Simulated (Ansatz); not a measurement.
Geometry relaxation, with input and output: AlHSeO

AlHSeO, computed with RKS PBE0-D4/def2-TZVP (Ansatz 0.2.0).

Figures and captions count atoms from 1; the log counts them from 0 in places.

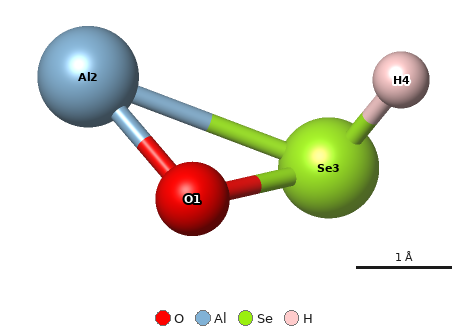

Fig. 1: The input geometry (ball-and-stick view, seen on its broad side; atoms are numbered from 1 in the order of the input). Sticks mark near contacts. Bond lengths as drawn: Al–O 1.79 Å, Al–Se 2.76 Å, H–Se 1.50 Å and O–Se 1.85 Å.

**Key numbers**

| quantity | value |
| --- | --- |
| outcome | converged |
| total energy | −73998.1439 eV |
| mean-field energy | −73998.0589 eV |
| dispersion energy | −0.0850 eV |
| SCF solution under orbital rotations | stable |
| largest force (length of the vector) at the end | 0.004 eV/Å |
| dipole moment | 1.09 D |
| hardware | 2 threads of Arm Neoverse V2, 23 GiB of memory available, shared host |
| wall time | 12 s (CPU time 23 s) |
| peak memory | 0.23 GiB |

**Input**
```yaml
crystal:
  periodic: [false, false, false]
  atoms:
    - {symbol: O, position_ang: [-0.831454, -0.804874, 0.296393]}
    - {symbol: Al, position_ang: [0.177085, 0.622059, -0.103770]}
    - {symbol: Se, position_ang: [0.458909, -2.117154, 0.091126]}
    - {symbol: H, position_ang: [0.924944, -2.171532, 1.515378]}
basis:
  gaussian: {orbitals: def2-TZVP}
hamiltonian: {xc: pbe0, dispersion: d4}
relax: {f_tol: 0.005, max_steps: 200}
```

Command:
```bash
ansatz run in.yaml --threads 2 --pin off --events-out ev --progress --plain --max-ram 4352MiB
```

**Log**
```
Functional definition: PBE0
  name "PBE0"
  cite "Adamo & Barone, J. Chem. Phys. 110, 6158 (1999) doi:10.1063/1.478522"
  cite "Perdew, Burke & Ernzerhof, Phys. Rev. Lett. 77, 3865 (1996) doi:10.1103/PhysRevLett.77.3865"
  parent pbe
  parameter a = 0.25
  parameter kappa = 0.804
  parameter beta = 0.06672455060314922
  exchange = (1 - a)*pbe_x(kappa = kappa, mu = beta*pi^2/3) + a*exact_x
  correlation = pbe_c(beta = beta)
886 factors; their error is unknown
mean field evaluation 1: about -73991.4034 eV, gradient 5.9e1 eV
mean field evaluation 2: about -73937.1593 eV, gradient 1.6e2 eV
mean field evaluation 4: about -73997.5486 eV, gradient 4.2e0 eV
mean field evaluation 8: about -73998.0203 eV, gradient 4.0e-1 eV
mean field evaluation 16: about -73998.0204 eV, gradient 3.0e-5 eV
mean field -73998.02039207 eV, -2719.3770917489 hartree, gradient 3.0e-5 eV, S^2 0.000000; 0 other end points of the search recorded, 0 dependent functions left out
the calculation of the forces begins
reference -73998.02041552 eV, -2719.3770926105 hartree; 28, 28 occupied and 94, 94 virtual orbitals, 886 factors
relax step   1: F+E_penalty+E_count = -73998.10489410 eV  Δ(F+E_penalty+E_count) = +0.000e0 eV  max|allowed force component| = 1.010e0 eV/Å  Δτ_max = 0.0000 Å  (28 SCF iters, accepted)
these checks for a lower state are left out or cut short: starts, cluster_reference, orbital_swaps, neighbouring_geometries, increment
886 factors; their error is unknown
mean field -73998.04928149 eV, -2719.3781534155 hartree, gradient 2.4e-5 eV, S^2 0.000000; 0 other end points of the search recorded, 0 dependent functions left out
the calculation of the forces begins
reference -73998.04930483 eV, -2719.3781542733 hartree; 28, 28 occupied and 94, 94 virtual orbitals, 886 factors
relax step   2: F+E_penalty+E_count = -73998.13363262 eV  Δ(F+E_penalty+E_count) = -2.874e-2 eV  max|allowed force component| = 5.202e-1 eV/Å  Δτ_max = 0.0321 Å  (30 SCF iters, accepted)
these checks for a lower state are left out or cut short: starts, cluster_reference, orbital_swaps, neighbouring_geometries, increment
886 factors; their error is unknown
mean field -73998.05814431 eV, -2719.3784791181 hartree, gradient 7.6e-6 eV, S^2 0.000000; 0 other end points of the search recorded, 0 dependent functions left out
the calculation of the forces begins
reference -73998.05816765 eV, -2719.3784799757 hartree; 28, 28 occupied and 94, 94 virtual orbitals, 886 factors
relax step   3: F+E_penalty+E_count = -73998.14243702 eV  Δ(F+E_penalty+E_count) = -8.804e-3 eV  max|allowed force component| = 1.141e-1 eV/Å  Δτ_max = 0.0193 Å  (31 SCF iters, accepted)
these checks for a lower state are left out or cut short: starts, cluster_reference, orbital_swaps, neighbouring_geometries, increment
886 factors; their error is unknown
mean field evaluation 32: about -73997.6266 eV, gradient 7.1e-1 eV
mean field -73998.05884113 eV, -2719.3785047257 hartree, gradient 1.6e-5 eV, S^2 0.000000; 0 other end points of the search recorded, 0 dependent functions left out
the calculation of the forces begins
reference -73998.05886445 eV, -2719.3785055828 hartree; 28, 28 occupied and 94, 94 virtual orbitals, 886 factors
relax step   4: F+E_penalty+E_count = -73998.14328395 eV  Δ(F+E_penalty+E_count) = -8.469e-4 eV  max|allowed force component| = 4.863e-2 eV/Å  Δτ_max = 0.0094 Å  (31 SCF iters, accepted)
these checks for a lower state are left out or cut short: starts, cluster_reference, orbital_swaps, neighbouring_geometries, increment
886 factors; their error is unknown
mean field -73998.05899395 eV, -2719.3785103417 hartree, gradient 1.6e-5 eV, S^2 0.000000; 0 other end points of the search recorded, 0 dependent functions left out
the calculation of the forces begins
reference -73998.05901728 eV, -2719.3785111992 hartree; 28, 28 occupied and 94, 94 virtual orbitals, 886 factors
relax step   5: F+E_penalty+E_count = -73998.14362901 eV  Δ(F+E_penalty+E_count) = -3.451e-4 eV  max|allowed force component| = 2.092e-2 eV/Å  Δτ_max = 0.0067 Å  (31 SCF iters, accepted)
these checks for a lower state are left out or cut short: starts, cluster_reference, orbital_swaps, neighbouring_geometries, increment
886 factors; their error is unknown
mean field -73998.05888445 eV, -2719.3785063176 hartree, gradient 1.6e-5 eV, S^2 0.000000; 0 other end points of the search recorded, 0 dependent functions left out
the calculation of the forces begins
reference -73998.05890780 eV, -2719.3785071757 hartree; 28, 28 occupied and 94, 94 virtual orbitals, 886 factors
relax step   6: F+E_penalty+E_count = -73998.14383901 eV  Δ(F+E_penalty+E_count) = -2.100e-4 eV  max|allowed force component| = 3.469e-3 eV/Å  Δτ_max = 0.0099 Å  (31 SCF iters, accepted)
886 factors; their error is unknown
mean field evaluation 64: about -73997.6254 eV, gradient 8.5e-1 eV
```

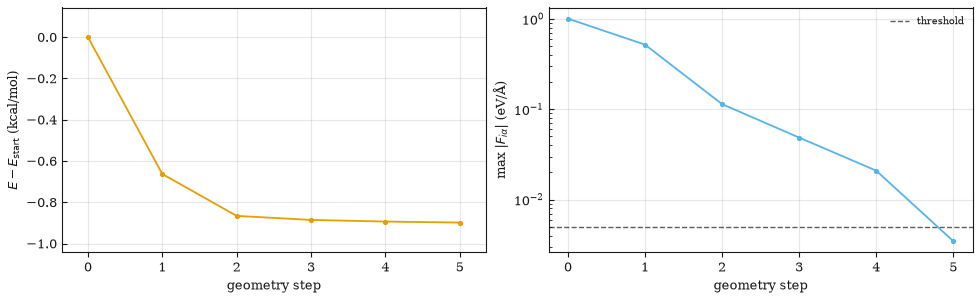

Fig. 2: Progress of the relaxation, step by step (the first geometry is step 0 here and step 1 in the log).

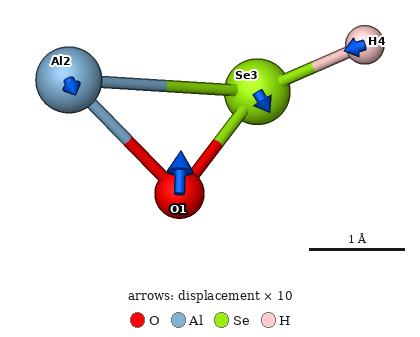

Fig. 3: The starting structure with the displacements as blue arrows, magnified 10 times (ball-and-stick view, seen at a tilt). The two geometries are laid on each other by the best rigid fit. The largest move after the best rigid fit is that of O1, 0.049 Å. By element the largest moves are O 0.049 Å, Se 0.027 Å, H 0.024 Å, Al 0.021 Å. Distances before and after: O1–Se3 1.852 → 1.806 Å, O1–Al2 1.793 → 1.757 Å, Se3–H4 1.500 → 1.479 Å, Al2–Se3 2.761 → 2.771 Å. Among the angles that change: Al2–O1–Se3 98.5° → 102.1°. Over 5 geometry steps the energy falls by 0.90 kcal/mol. The largest force component goes from 1 to 0.0035 eV/Å. (Atoms are counted from 1 in the order of the input.)

```
mean field -73998.05888444 eV, -2719.3785063176 hartree, gradient 1.6e-5 eV, S^2 0.000000; 1 other end points of the search recorded, 0 dependent functions left out
the calculation of the forces begins
reference -73998.05890780 eV, -2719.3785071757 hartree; 28, 28 occupied and 94, 94 virtual orbitals, 886 factors
Total energy: -73998.14386236 eV, -2719.3816291985 hartree
Atom 0 at    -0.783478    -0.810915     0.288080 Å, force     0.003120     0.001413    -0.001538 eV/Å
Atom 1 at     0.159608     0.622432    -0.091528 Å, force    -0.002003    -0.000661     0.001017 eV/Å
Atom 2 at     0.437489    -2.128243     0.101719 Å, force    -0.000557    -0.001080     0.003469 eV/Å
Atom 3 at     0.915865    -2.154774     1.500856 Å, force    -0.000560     0.000328    -0.002948 eV/Å
Dipole moment:     0.217142    -0.008080     0.066767 e Å
```

**Trajectory as extended XYZ (Å, eV, eV/Å), 6 frames, from step=1 to step=6**
```
4
Properties=species:S:1:pos:R:3:forces:R:3 step=1 energy=-73998.10489
O    -0.8315   -0.8049    0.2964    1.0097  -0.1952  -0.2271
Al    0.1771    0.6221   -0.1038   -0.3379  -0.4615   0.1473
Se    0.4589   -2.1172    0.0911   -0.5268   0.6026   0.4765
H     0.9249   -2.1715    1.5154   -0.1450   0.0542  -0.3967
4
Properties=species:S:1:pos:R:3:forces:R:3 step=2 energy=-73998.13363
O    -0.8134   -0.8162    0.2989    0.5202  -0.0142  -0.1686
Al    0.1792    0.6086   -0.0919   -0.2189  -0.2652   0.0856
Se    0.4509   -2.1177    0.0923   -0.3074   0.3007   0.1559
H     0.9128   -2.1462    1.4997    0.0061  -0.0213  -0.0728
4
Properties=species:S:1:pos:R:3:forces:R:3 step=3 energy=-73998.14244
O    -0.8007   -0.8147    0.2845    0.0299   0.0455   0.0232
Al    0.1721    0.6064   -0.0862   -0.0311   0.0096   0.0064
Se    0.4373   -2.1140    0.1036    0.0018  -0.0824  -0.1141
H     0.9207   -2.1492    1.4973   -0.0006   0.0273   0.0846
4
Properties=species:S:1:pos:R:3:forces:R:3 step=4 energy=-73998.14328
O    -0.7933   -0.8150    0.2903   -0.0049   0.0379  -0.0119
Al    0.1688    0.6091   -0.0880   -0.0179   0.0185   0.0030
Se    0.4389   -2.1186    0.0984    0.0163  -0.0486   0.0135
H     0.9151   -2.1470    1.4984    0.0066  -0.0078  -0.0046
4
Properties=species:S:1:pos:R:3:forces:R:3 step=5 energy=-73998.14363
O    -0.7896   -0.8131    0.2896    0.0063   0.0153  -0.0097
Al    0.1651    0.6144   -0.0896   -0.0116   0.0097   0.0026
Se    0.4386   -2.1225    0.0995    0.0044  -0.0204   0.0209
H     0.9154   -2.1504    1.4997    0.0009  -0.0046  -0.0138
4
Properties=species:S:1:pos:R:3:forces:R:3 step=6 energy=-73998.14384
O    -0.7835   -0.8109    0.2881    0.0031   0.0014  -0.0015
Al    0.1596    0.6224   -0.0915   -0.0020  -0.0007   0.0010
Se    0.4375   -2.1282    0.1017   -0.0006  -0.0011   0.0035
H     0.9159   -2.1548    1.5009   -0.0006   0.0003  -0.0029
```

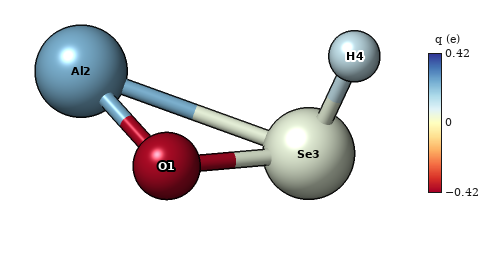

Fig. 4: Mulliken charges, as the colour of each atom (ball-and-stick view, seen at a tilt; atoms are numbered from 1 in the order of the input). By element: O −0.40, Al +0.23, Se +0.05 and H +0.12 e.
